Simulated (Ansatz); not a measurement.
**Run report: C3H4BF, molecular dynamics (part 2 of 3)**

C3H4BF; RKS PBE/def2-SVP (Ansatz 0.2.0). The geometry comes from this level: PBE0-D4/def2-TZVP.

Geometry of the input (Å):
```
B  -1.0208  0.7212  -0.8781
C  -0.5229  -0.4016  0.0846
C  0.8542  -0.3518  0.5424
C  1.9908  -0.2904  0.9052
F  3.2049  -0.2288  1.2962
H  -2.1570  0.6715  -1.2514
H  -0.3136  1.6105  -1.2447
H  -0.7316  -1.3619  -0.4121
H  -1.2155  -0.4150  0.9407
```

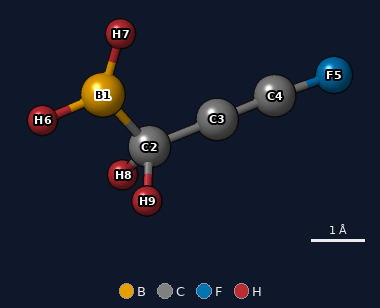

**Figure 1.** The geometry at step 17 of the log (ball-and-stick view, seen at a tilt; atoms are numbered from 1 in the order of the input).

## Trajectory as extended XYZ, continued
```
9
Properties=species:S:1:pos:R:3:forces:R:3 step=4 time_fs=2.0 energy=-6552.61701 temperature=434.3
B    -1.0152    0.7184   -0.8733    0.3909  -0.5376   0.2640
C    -0.5267   -0.4000    0.0837    1.6702  -1.3242  -2.3102
C     0.8551   -0.3318    0.5445   -3.8291  -0.4364  -0.9954
C     1.9825   -0.2779    0.9008    3.8669   0.1590   1.2248
F     3.2111   -0.2389    1.2971   -0.0737   0.0431  -0.0377
H    -2.1183    0.6246   -1.2406   -1.2520   0.0555  -0.4757
H    -0.3272    1.6142   -1.2234    0.4457   0.6022  -0.2055
H    -0.7843   -1.4489   -0.3816    0.5276   1.3091   0.1667
H    -1.2330   -0.4718    0.8472   -1.7466   0.1293   2.3688
9
Properties=species:S:1:pos:R:3:forces:R:3 step=5 time_fs=2.5 energy=-6552.58659 temperature=400.7
B    -1.0136    0.7175   -0.8719    0.3642  -0.5195   0.2027
C    -0.5269   -0.4000    0.0825    1.5513  -1.5508  -2.2558
C     0.8535   -0.3269    0.5445   -3.7428  -0.4807  -0.9188
C     1.9822   -0.2747    0.9003    3.8487   0.1428   1.2190
F     3.2127   -0.2414    1.2974   -0.1710   0.0524  -0.0724
H    -2.1153    0.6132   -1.2404   -1.2551   0.0757  -0.4931
H    -0.3279    1.6186   -1.2193    0.4095   0.5655  -0.1800
H    -0.7953   -1.4650   -0.3734    0.6481   1.5342   0.1738
H    -1.2465   -0.4854    0.8360   -1.6529   0.1802   2.3245
9
Properties=species:S:1:pos:R:3:forces:R:3 step=6 time_fs=3.0 energy=-6552.58760 temperature=401.1
B    -1.0119    0.7164   -0.8705    0.2725  -0.4667   0.1038
C    -0.5269   -0.4004    0.0809    1.2080  -1.7330  -1.9487
C     0.8512   -0.3222    0.5444   -3.4424  -0.5136  -0.7785
C     1.9827   -0.2715    0.9000    3.6092   0.1170   1.1442
F     3.2143   -0.2439    1.2976   -0.2293   0.0635  -0.0942
H    -2.1154    0.6019   -1.2414   -1.1687   0.1027  -0.4814
H    -0.3277    1.6244   -1.2156    0.3469   0.4936  -0.1420
H    -0.8047   -1.4774   -0.3647    0.7423   1.6768   0.1548
H    -1.2639   -0.4986    0.8303   -1.3385   0.2597   2.0420
9
Properties=species:S:1:pos:R:3:forces:R:3 step=7 time_fs=3.5 energy=-6552.60903 temperature=423.6
B    -1.0102    0.7152   -0.8691    0.1219  -0.3865  -0.0261
C    -0.5265   -0.4012    0.0788    0.7059  -1.8756  -1.4755
C     0.8482   -0.3176    0.5441   -2.9504  -0.5360  -0.5825
C     1.9839   -0.2682    0.9000    3.1717   0.0835   1.0081
F     3.2158   -0.2464    1.2978   -0.2513   0.0757  -0.1040
H    -2.1182    0.5909   -1.2435   -1.0038   0.1369  -0.4436
H    -0.3267    1.6313   -1.2123    0.2635   0.3925  -0.0945
H    -0.8123   -1.4858   -0.3556    0.8108   1.7442   0.1155
H    -1.2846   -0.5111    0.8295   -0.8683   0.3653   1.6026
9
Properties=species:S:1:pos:R:3:forces:R:3 step=9 time_fs=4.5 energy=-6552.65338 temperature=471.4
B    -1.0066    0.7126   -0.8663   -0.2980  -0.1760  -0.3394
C    -0.5255   -0.4039    0.0739   -0.4203  -2.0047  -0.3971
C     0.8405   -0.3087    0.5432   -1.5476  -0.5545  -0.0742
C     1.9881   -0.2616    0.9005    1.8575   0.0032   0.6016
F     3.2188   -0.2514    1.2982   -0.2046   0.1015  -0.0932
H    -2.1305    0.5699   -1.2508   -0.5182   0.2231  -0.3128
H    -0.3230    1.6477   -1.2063    0.0615   0.1339   0.0144
H    -0.8217   -1.4900   -0.3368    0.8716   1.6664  -0.0125
H    -1.3308   -0.5333    0.8383    0.1982   0.6070   0.6131
9
Properties=species:S:1:pos:R:3:forces:R:3 step=10 time_fs=5.0 energy=-6552.65635 temperature=474.6
B    -1.0050    0.7112   -0.8650   -0.5319  -0.0610  -0.5016
C    -0.5251   -0.4058    0.0713   -0.9034  -1.9597   0.0888
C     0.8361   -0.3044    0.5427   -0.7313  -0.5539   0.2083
C     1.9909   -0.2584    0.9009    1.0748  -0.0389   0.3609
F     3.2203   -0.2539    1.2983   -0.1483   0.1142  -0.0767
H    -2.1389    0.5601   -1.2557   -0.2433   0.2705  -0.2336
H    -0.3207    1.6565   -1.2032   -0.0433  -0.0060   0.0687
H    -0.8232   -1.4861   -0.3274    0.8624   1.5178  -0.1014
H    -1.3538   -0.5424    0.8454    0.6642   0.7170   0.1866
9
Properties=species:S:1:pos:R:3:forces:R:3 step=11 time_fs=5.5 energy=-6552.64284 temperature=459.9
B    -1.0034    0.7098   -0.8638   -0.7600   0.0513  -0.6550
C    -0.5249   -0.4081    0.0687   -1.2822  -1.8203   0.5107
C     0.8315   -0.3002    0.5422    0.0980  -0.5491   0.4894
C     1.9938   -0.2551    0.9014    0.2723  -0.0796   0.1152
F     3.2217   -0.2563    1.2985   -0.0798   0.1263  -0.0558
H    -2.1478    0.5510   -1.2611    0.0254   0.3171  -0.1539
H    -0.3186    1.6653   -1.2001   -0.1426  -0.1420   0.1188
H    -0.8227   -1.4785   -0.3182    0.8247   1.2880  -0.2097
H    -1.3753   -0.5497    0.8530    1.0441   0.8083  -0.1596
9
Properties=species:S:1:pos:R:3:forces:R:3 step=12 time_fs=6.0 energy=-6552.61507 temperature=429.5
B    -1.0020    0.7084   -0.8628   -0.9700   0.1552  -0.7929
C    -0.5249   -0.4108    0.0662   -1.5453  -1.5739   0.8737
C     0.8270   -0.2962    0.5419    0.8976  -0.5416   0.7558
C     1.9968   -0.2518    0.9020   -0.5067  -0.1175  -0.1221
F     3.2231   -0.2587    1.2987   -0.0073   0.1377  -0.0334
H    -2.1567    0.5427   -1.2669    0.2729   0.3605  -0.0788
H    -0.3169    1.6738   -1.1966   -0.2317  -0.2674   0.1627
H    -0.8203   -1.4679   -0.3095    0.7568   0.9691  -0.3403
H    -1.3942   -0.5551    0.8602    1.3338   0.8780  -0.4247
9
Properties=species:S:1:pos:R:3:forces:R:3 step=13 time_fs=6.5 energy=-6552.57686 temperature=387.6
B    -1.0008    0.7070   -0.8619   -1.1537   0.2458  -0.9105
C    -0.5252   -0.4138    0.0639   -1.6934  -1.2130   1.1909
C     0.8227   -0.2922    0.5416    1.6321  -0.5333   0.9964
C     1.9997   -0.2486    0.9025   -1.2253  -0.1518  -0.3398
F     3.2246   -0.2611    1.2988    0.0610   0.1483  -0.0118
H    -2.1649    0.5352   -1.2729    0.4885   0.3987  -0.0119
H    -0.3157    1.6817   -1.1927   -0.3074  -0.3765   0.1988
H    -0.8160   -1.4549   -0.3017    0.6580   0.5562  -0.4953
H    -1.4100   -0.5584    0.8664    1.5403   0.9255  -0.6169
9
Properties=species:S:1:pos:R:3:forces:R:3 step=14 time_fs=7.0 energy=-6552.53264 temperature=339.0
B    -0.9999    0.7058   -0.8613   -1.3063   0.3189  -1.0049
C    -0.5259   -0.4170    0.0618   -1.7348  -0.7407   1.4752
C     0.8187   -0.2884    0.5416    2.2737  -0.5255   1.2025
C     2.0024   -0.2454    0.9029   -1.8537  -0.1818  -0.5288
F     3.2260   -0.2635    1.2989    0.1170   0.1581   0.0061
H    -2.1719    0.5287   -1.2789    0.6660   0.4305   0.0446
H    -0.3152    1.6886   -1.1884   -0.3671  -0.4651   0.2262
H    -0.8101   -1.4406   -0.2950    0.5304   0.0539  -0.6738
H    -1.4221   -0.5595    0.8711    1.6749   0.9517  -0.7473
9
Properties=species:S:1:pos:R:3:forces:R:3 step=15 time_fs=7.5 energy=-6552.48750 temperature=289.6
B    -0.9993    0.7045   -0.8608   -1.4255   0.3716  -1.0748
C    -0.5269   -0.4204    0.0600   -1.6833  -0.1779   1.7326
C     0.8151   -0.2846    0.5419    2.8019  -0.5198   1.3682
C     2.0047   -0.2422    0.9033   -2.3694  -0.2077  -0.6824
F     3.2274   -0.2659    1.2991    0.1538   0.1675   0.0183
H    -2.1774    0.5232   -1.2848    0.8021   0.4551   0.0892
H    -0.3156    1.6945   -1.1835   -0.4094  -0.5302   0.2444
H    -0.8030   -1.4262   -0.2899    0.3817  -0.5163  -0.8696
H    -1.4301   -0.5583    0.8741    1.7481   0.9577  -0.8259
9
Properties=species:S:1:pos:R:3:forces:R:3 step=16 time_fs=8.0 energy=-6552.44808 temperature=246.6
B    -0.9989    0.7034   -0.8606   -1.5109   0.4016  -1.1200
C    -0.5283   -0.4239    0.0586   -1.5578   0.4299   1.9576
C     0.8121   -0.2810    0.5424    3.2035  -0.5171   1.4894
C     2.0065   -0.2391    0.9035   -2.7562  -0.2294  -0.7958
F     3.2289   -0.2683    1.2992    0.1655   0.1767   0.0226
H    -2.1809    0.5188   -1.2905    0.8955   0.4718   0.1212
H    -0.3170    1.6990   -1.1781   -0.4332  -0.5698   0.2531
H    -0.7950   -1.4130   -0.2869    0.2261  -1.1078  -1.0685
H    -1.4340   -0.5549    0.8750    1.7676   0.9441  -0.8596
9
Properties=species:S:1:pos:R:3:forces:R:3 step=17 time_fs=8.5 energy=-6552.42306 temperature=219.6
B    -0.9990    0.7023   -0.8607   -1.5628   0.4081  -1.1411
C    -0.5300   -0.4272    0.0575   -1.3810   1.0097   2.1309
C     0.8098   -0.2774    0.5432    3.4704  -0.5184   1.5642
C     2.0078   -0.2360    0.9035   -3.0039  -0.2474  -0.8663
F     3.2304   -0.2706    1.2994    0.1480   0.1860   0.0179
H    -2.1823    0.5155   -1.2959    0.9459   0.4806   0.1401
H    -0.3194    1.7022   -1.1720   -0.4383  -0.5828   0.2524
H    -0.7864   -1.4024   -0.2864    0.0845  -1.6472  -1.2466
H    -1.4337   -0.5491    0.8739    1.7371   0.9112  -0.8516
9
Properties=species:S:1:pos:R:3:forces:R:3 step=18 time_fs=9.0 energy=-6552.42195 temperature=218.9
B    -0.9993    0.7014   -0.8610   -1.5815   0.3913  -1.1387
C    -0.5319   -0.4303    0.0569   -1.1741   1.4722   2.2213
C     0.8081   -0.2740    0.5443    3.5994  -0.5241   1.5920
C     2.0084   -0.2330    0.9034   -3.1071  -0.2622  -0.8923
F     3.2319   -0.2729    1.2996    0.0990   0.1959   0.0032
H    -2.1814    0.5134   -1.3009    0.9537   0.4812   0.1458
H    -0.3228    1.7040   -1.1654   -0.4245  -0.5685   0.2426
H    -0.7776   -1.3958   -0.2890   -0.0201  -2.0448  -1.3733
H    -1.4292   -0.5412    0.8708    1.6552   0.8589  -0.8006
9
Properties=species:S:1:pos:R:3:forces:R:3 step=19 time_fs=9.5 energy=-6552.45158 temperature=251.6
B    -1.0001    0.7005   -0.8615   -1.5672   0.3523  -1.1137
C    -0.5341   -0.4332    0.0568   -0.9491   1.7356   2.1930
C     0.8072   -0.2707    0.5457    3.5903  -0.5343   1.5729
C     2.0085   -0.2300    0.9031   -3.0649  -0.2741  -0.8738
F     3.2334   -0.2752    1.2997    0.0184   0.2066  -0.0216
H    -2.1782    0.5124   -1.3056    0.9191   0.4734   0.1379
H    -0.3273    1.7045   -1.1581   -0.3923  -0.5271   0.2241
H    -0.7689   -1.3941   -0.2948   -0.0707  -2.2195  -1.4176
H    -1.4207   -0.5313    0.8658    1.5166   0.7871  -0.7012
9
Properties=species:S:1:pos:R:3:forces:R:3 step=20 time_fs=10.0 energy=-6552.51150 temperature=317.1
B    -1.0011    0.6997   -0.8624   -1.5197   0.2931  -1.0670
C    -0.5365   -0.4357    0.0570   -0.7018   1.7561   2.0164
C     0.8070   -0.2674    0.5475    3.4456  -0.5489   1.5080
C     2.0079   -0.2271    0.9026   -2.8801  -0.2835  -0.8120
F     3.2349   -0.2775    1.2999   -0.0920   0.2183  -0.0559
H    -2.1729    0.5125   -1.3100    0.8424   0.4570   0.1159
H    -0.3327    1.7036   -1.1503   -0.3426  -0.4597   0.1979
H    -0.7603   -1.3977   -0.3040   -0.0637  -2.1287  -1.3589
H    -1.4086   -0.5194    0.8590    1.3119   0.6962  -0.5444
9
Properties=species:S:1:pos:R:3:forces:R:3 step=21 time_fs=10.5 energy=-6552.59141 temperature=404.1
B    -1.0026    0.6990   -0.8634   -1.4381   0.2165  -0.9989
C    -0.5390   -0.4378    0.0577   -0.4110   1.5461   1.6783
C     0.8075   -0.2643    0.5495    3.1705  -0.5677   1.3990
C     2.0067   -0.2242    0.9019   -2.5596  -0.2908  -0.7092
F     3.2364   -0.2797    1.3000   -0.2285   0.2314  -0.0987
H    -2.1655    0.5138   -1.3141    0.7242   0.4319   0.0794
H    -0.3390    1.7017   -1.1421   -0.2768  -0.3680   0.1650
H    -0.7519   -1.4064   -0.3165   -0.0118  -1.7877  -1.1951
H    -1.3934   -0.5059    0.8510    1.0310   0.5883  -0.3199
9
Properties=species:S:1:pos:R:3:forces:R:3 step=22 time_fs=11.0 energy=-6552.67304 temperature=492.8
B    -1.0043    0.6983   -0.8647   -1.3221   0.1260  -0.9100
C    -0.5416   -0.4397    0.0587   -0.0488   1.1678   1.1863
C     0.8086   -0.2613    0.5519    2.7731  -0.5903   1.2483
C     2.0050   -0.2214    0.9011   -2.1138  -0.2963  -0.5691
F     3.2379   -0.2819    1.3001   -0.3858   0.2458  -0.1483
H    -2.1564    0.5161   -1.3180    0.5659   0.3980   0.0281
H    -0.3459    1.6989   -1.1334   -0.1971  -0.2552   0.1273
H    -0.7435   -1.4194   -0.3318    0.0621  -1.2630  -0.9434
H    -1.3757   -0.4910    0.8422    0.6665   0.4672  -0.0191
9
Properties=species:S:1:pos:R:3:forces:R:3 step=23 time_fs=11.5 energy=-6552.73612 temperature=561.4
B    -1.0063    0.6976   -0.8661   -1.1719   0.0259  -0.8010
C    -0.5442   -0.4413    0.0600    0.4036   0.7054   0.5678
C     0.8103   -0.2585    0.5545    2.2655  -0.6160   1.0599
C     2.0029   -0.2186    0.9002   -1.5577  -0.3003  -0.3966
F     3.2393   -0.2841    1.3003   -0.5576   0.2616  -0.2027
H    -2.1459    0.5193   -1.3219    0.3702   0.3557  -0.0380
H    -0.3533    1.6955   -1.1245   -0.1068  -0.1257   0.0866
H    -0.7350   -1.4354   -0.3494    0.1336  -0.6463  -0.6342
H    -1.3564   -0.4749    0.8334    0.2210   0.3397   0.3582
9
Properties=species:S:1:pos:R:3:forces:R:3 step=24 time_fs=12.0 energy=-6552.76542 temperature=593.4
B    -1.0086    0.6970   -0.8678   -0.9896  -0.0785  -0.6733
C    -0.5467   -0.4427    0.0613    0.9395   0.2360  -0.1314
C     0.8124   -0.2557    0.5573    1.6651  -0.6441   0.8394
C     2.0005   -0.2160    0.8992   -0.9109  -0.3032  -0.1980
F     3.2407   -0.2862    1.3003   -0.7366   0.2787  -0.2594
H    -2.1346    0.5234   -1.3258    0.1425   0.3056  -0.1180
H    -0.3609    1.6918   -1.1153   -0.0099   0.0143   0.0454
H    -0.7261   -1.4529   -0.3685    0.1850  -0.0239  -0.3005
H    -1.3366   -0.4581    0.8254   -0.2850   0.2150   0.7959
9
Properties=species:S:1:pos:R:3:forces:R:3 step=26 time_fs=13.0 energy=-6552.71466 temperature=539.0
B    -1.0138    0.6956   -0.8715   -0.5523  -0.2750  -0.3754
C    -0.5511   -0.4456    0.0639    2.0597  -0.5349  -1.4937
C     0.8175   -0.2506    0.5633    0.2838  -0.7037   0.3332
C     1.9953   -0.2108    0.8972    0.5518  -0.3069   0.2453
F     3.2431   -0.2903    1.3004   -1.0862   0.3154  -0.3702
H    -2.1115    0.5336   -1.3348   -0.3700   0.1890  -0.3091
H    -0.3760    1.6848   -1.0967    0.1818   0.2948  -0.0281
H    -0.7070   -1.4868   -0.4081    0.2023   1.0132   0.3362
H    -1.3002   -0.4231    0.8162   -1.2711   0.0081   1.6619
9
Properties=species:S:1:pos:R:3:forces:R:3 step=27 time_fs=13.5 energy=-6552.65787 temperature=477.6
B    -1.0166    0.6948   -0.8735   -0.3183  -0.3536  -0.2170
C    -0.5527   -0.4471    0.0647    2.4789  -0.7927  -1.9828
C     0.8202   -0.2482    0.5665   -0.4346  -0.7331   0.0676
C     1.9928   -0.2083    0.8962    1.3039  -0.3083   0.4707
F     3.2441   -0.2924    1.3004   -1.2422   0.3342  -0.4195
H    -2.1009    0.5395   -1.3402   -0.6245   0.1275  -0.4097
H    -0.3830    1.6822   -1.0875    0.2643   0.4168  -0.0558
H    -0.6968   -1.5007   -0.4271    0.1726   1.3784   0.6072
H    -1.2860   -0.4054    0.8171   -1.6000  -0.0692   1.9392
9
Properties=species:S:1:pos:R:3:forces:R:3 step=28 time_fs=14.0 energy=-6552.60451 temperature=419.6
B    -1.0195    0.6940   -0.8756   -0.0946  -0.4105  -0.0639
C    -0.5538   -0.4488    0.0652    2.7004  -0.9513  -2.2380
C     0.8229   -0.2460    0.5696   -1.1235  -0.7604  -0.1909
C     1.9905   -0.2058    0.8953    2.0206  -0.3101   0.6840
F     3.2450   -0.2944    1.3003   -1.3772   0.3528  -0.4618
H    -2.0919    0.5457   -1.3467   -0.8515   0.0681  -0.5029
H    -0.3894    1.6806   -1.0784    0.3296   0.5142  -0.0749
H    -0.6861   -1.5113   -0.4446    0.1250   1.6361   0.8363
H    -1.2757   -0.3880    0.8226   -1.7286  -0.1389   2.0121
9
Properties=species:S:1:pos:R:3:forces:R:3 step=29 time_fs=14.5 energy=-6552.56854 temperature=380.1
B    -1.0224    0.6931   -0.8776    0.1010  -0.4405   0.0735
C    -0.5544   -0.4507    0.0652    2.6963  -1.0036  -2.2275
C     0.8253   -0.2440    0.5728   -1.7450  -0.7843  -0.4299
C     1.9887   -0.2034    0.8946    2.6623  -0.3126   0.8738
F     3.2457   -0.2963    1.3002   -1.4858   0.3704  -0.4954
H    -2.0849    0.5520   -1.3543   -1.0292   0.0143  -0.5790
H    -0.3949    1.6803   -1.0695    0.3724   0.5791  -0.0849
H    -0.6751   -1.5179   -0.4601    0.0655   1.7917   1.0203
H    -1.2695   -0.3708    0.8330   -1.6375  -0.2145   1.8491
9
Properties=species:S:1:pos:R:3:forces:R:3 step=30 time_fs=15.0 energy=-6552.55448 temperature=364.3
B    -1.0253    0.6920   -0.8797    0.2518  -0.4400   0.1850
C    -0.5544   -0.4529    0.0648    2.4951  -0.9471  -1.9755
C     0.8274   -0.2421    0.5758   -2.2632  -0.8033  -0.6377
C     1.9873   -0.2011    0.8940    3.1902  -0.3163   1.0288
F     3.2462   -0.2982    1.3000   -1.5635   0.3866  -0.5188
H    -2.0803    0.5584   -1.3634   -1.1381  -0.0313  -0.6280
H    -0.3996    1.6813   -1.0608    0.3894   0.6059  -0.0859
H    -0.6639   -1.5203   -0.4731   -0.0011   1.8515   1.1576
H    -1.2672   -0.3542    0.8478   -1.3605  -0.3060   1.4744
```
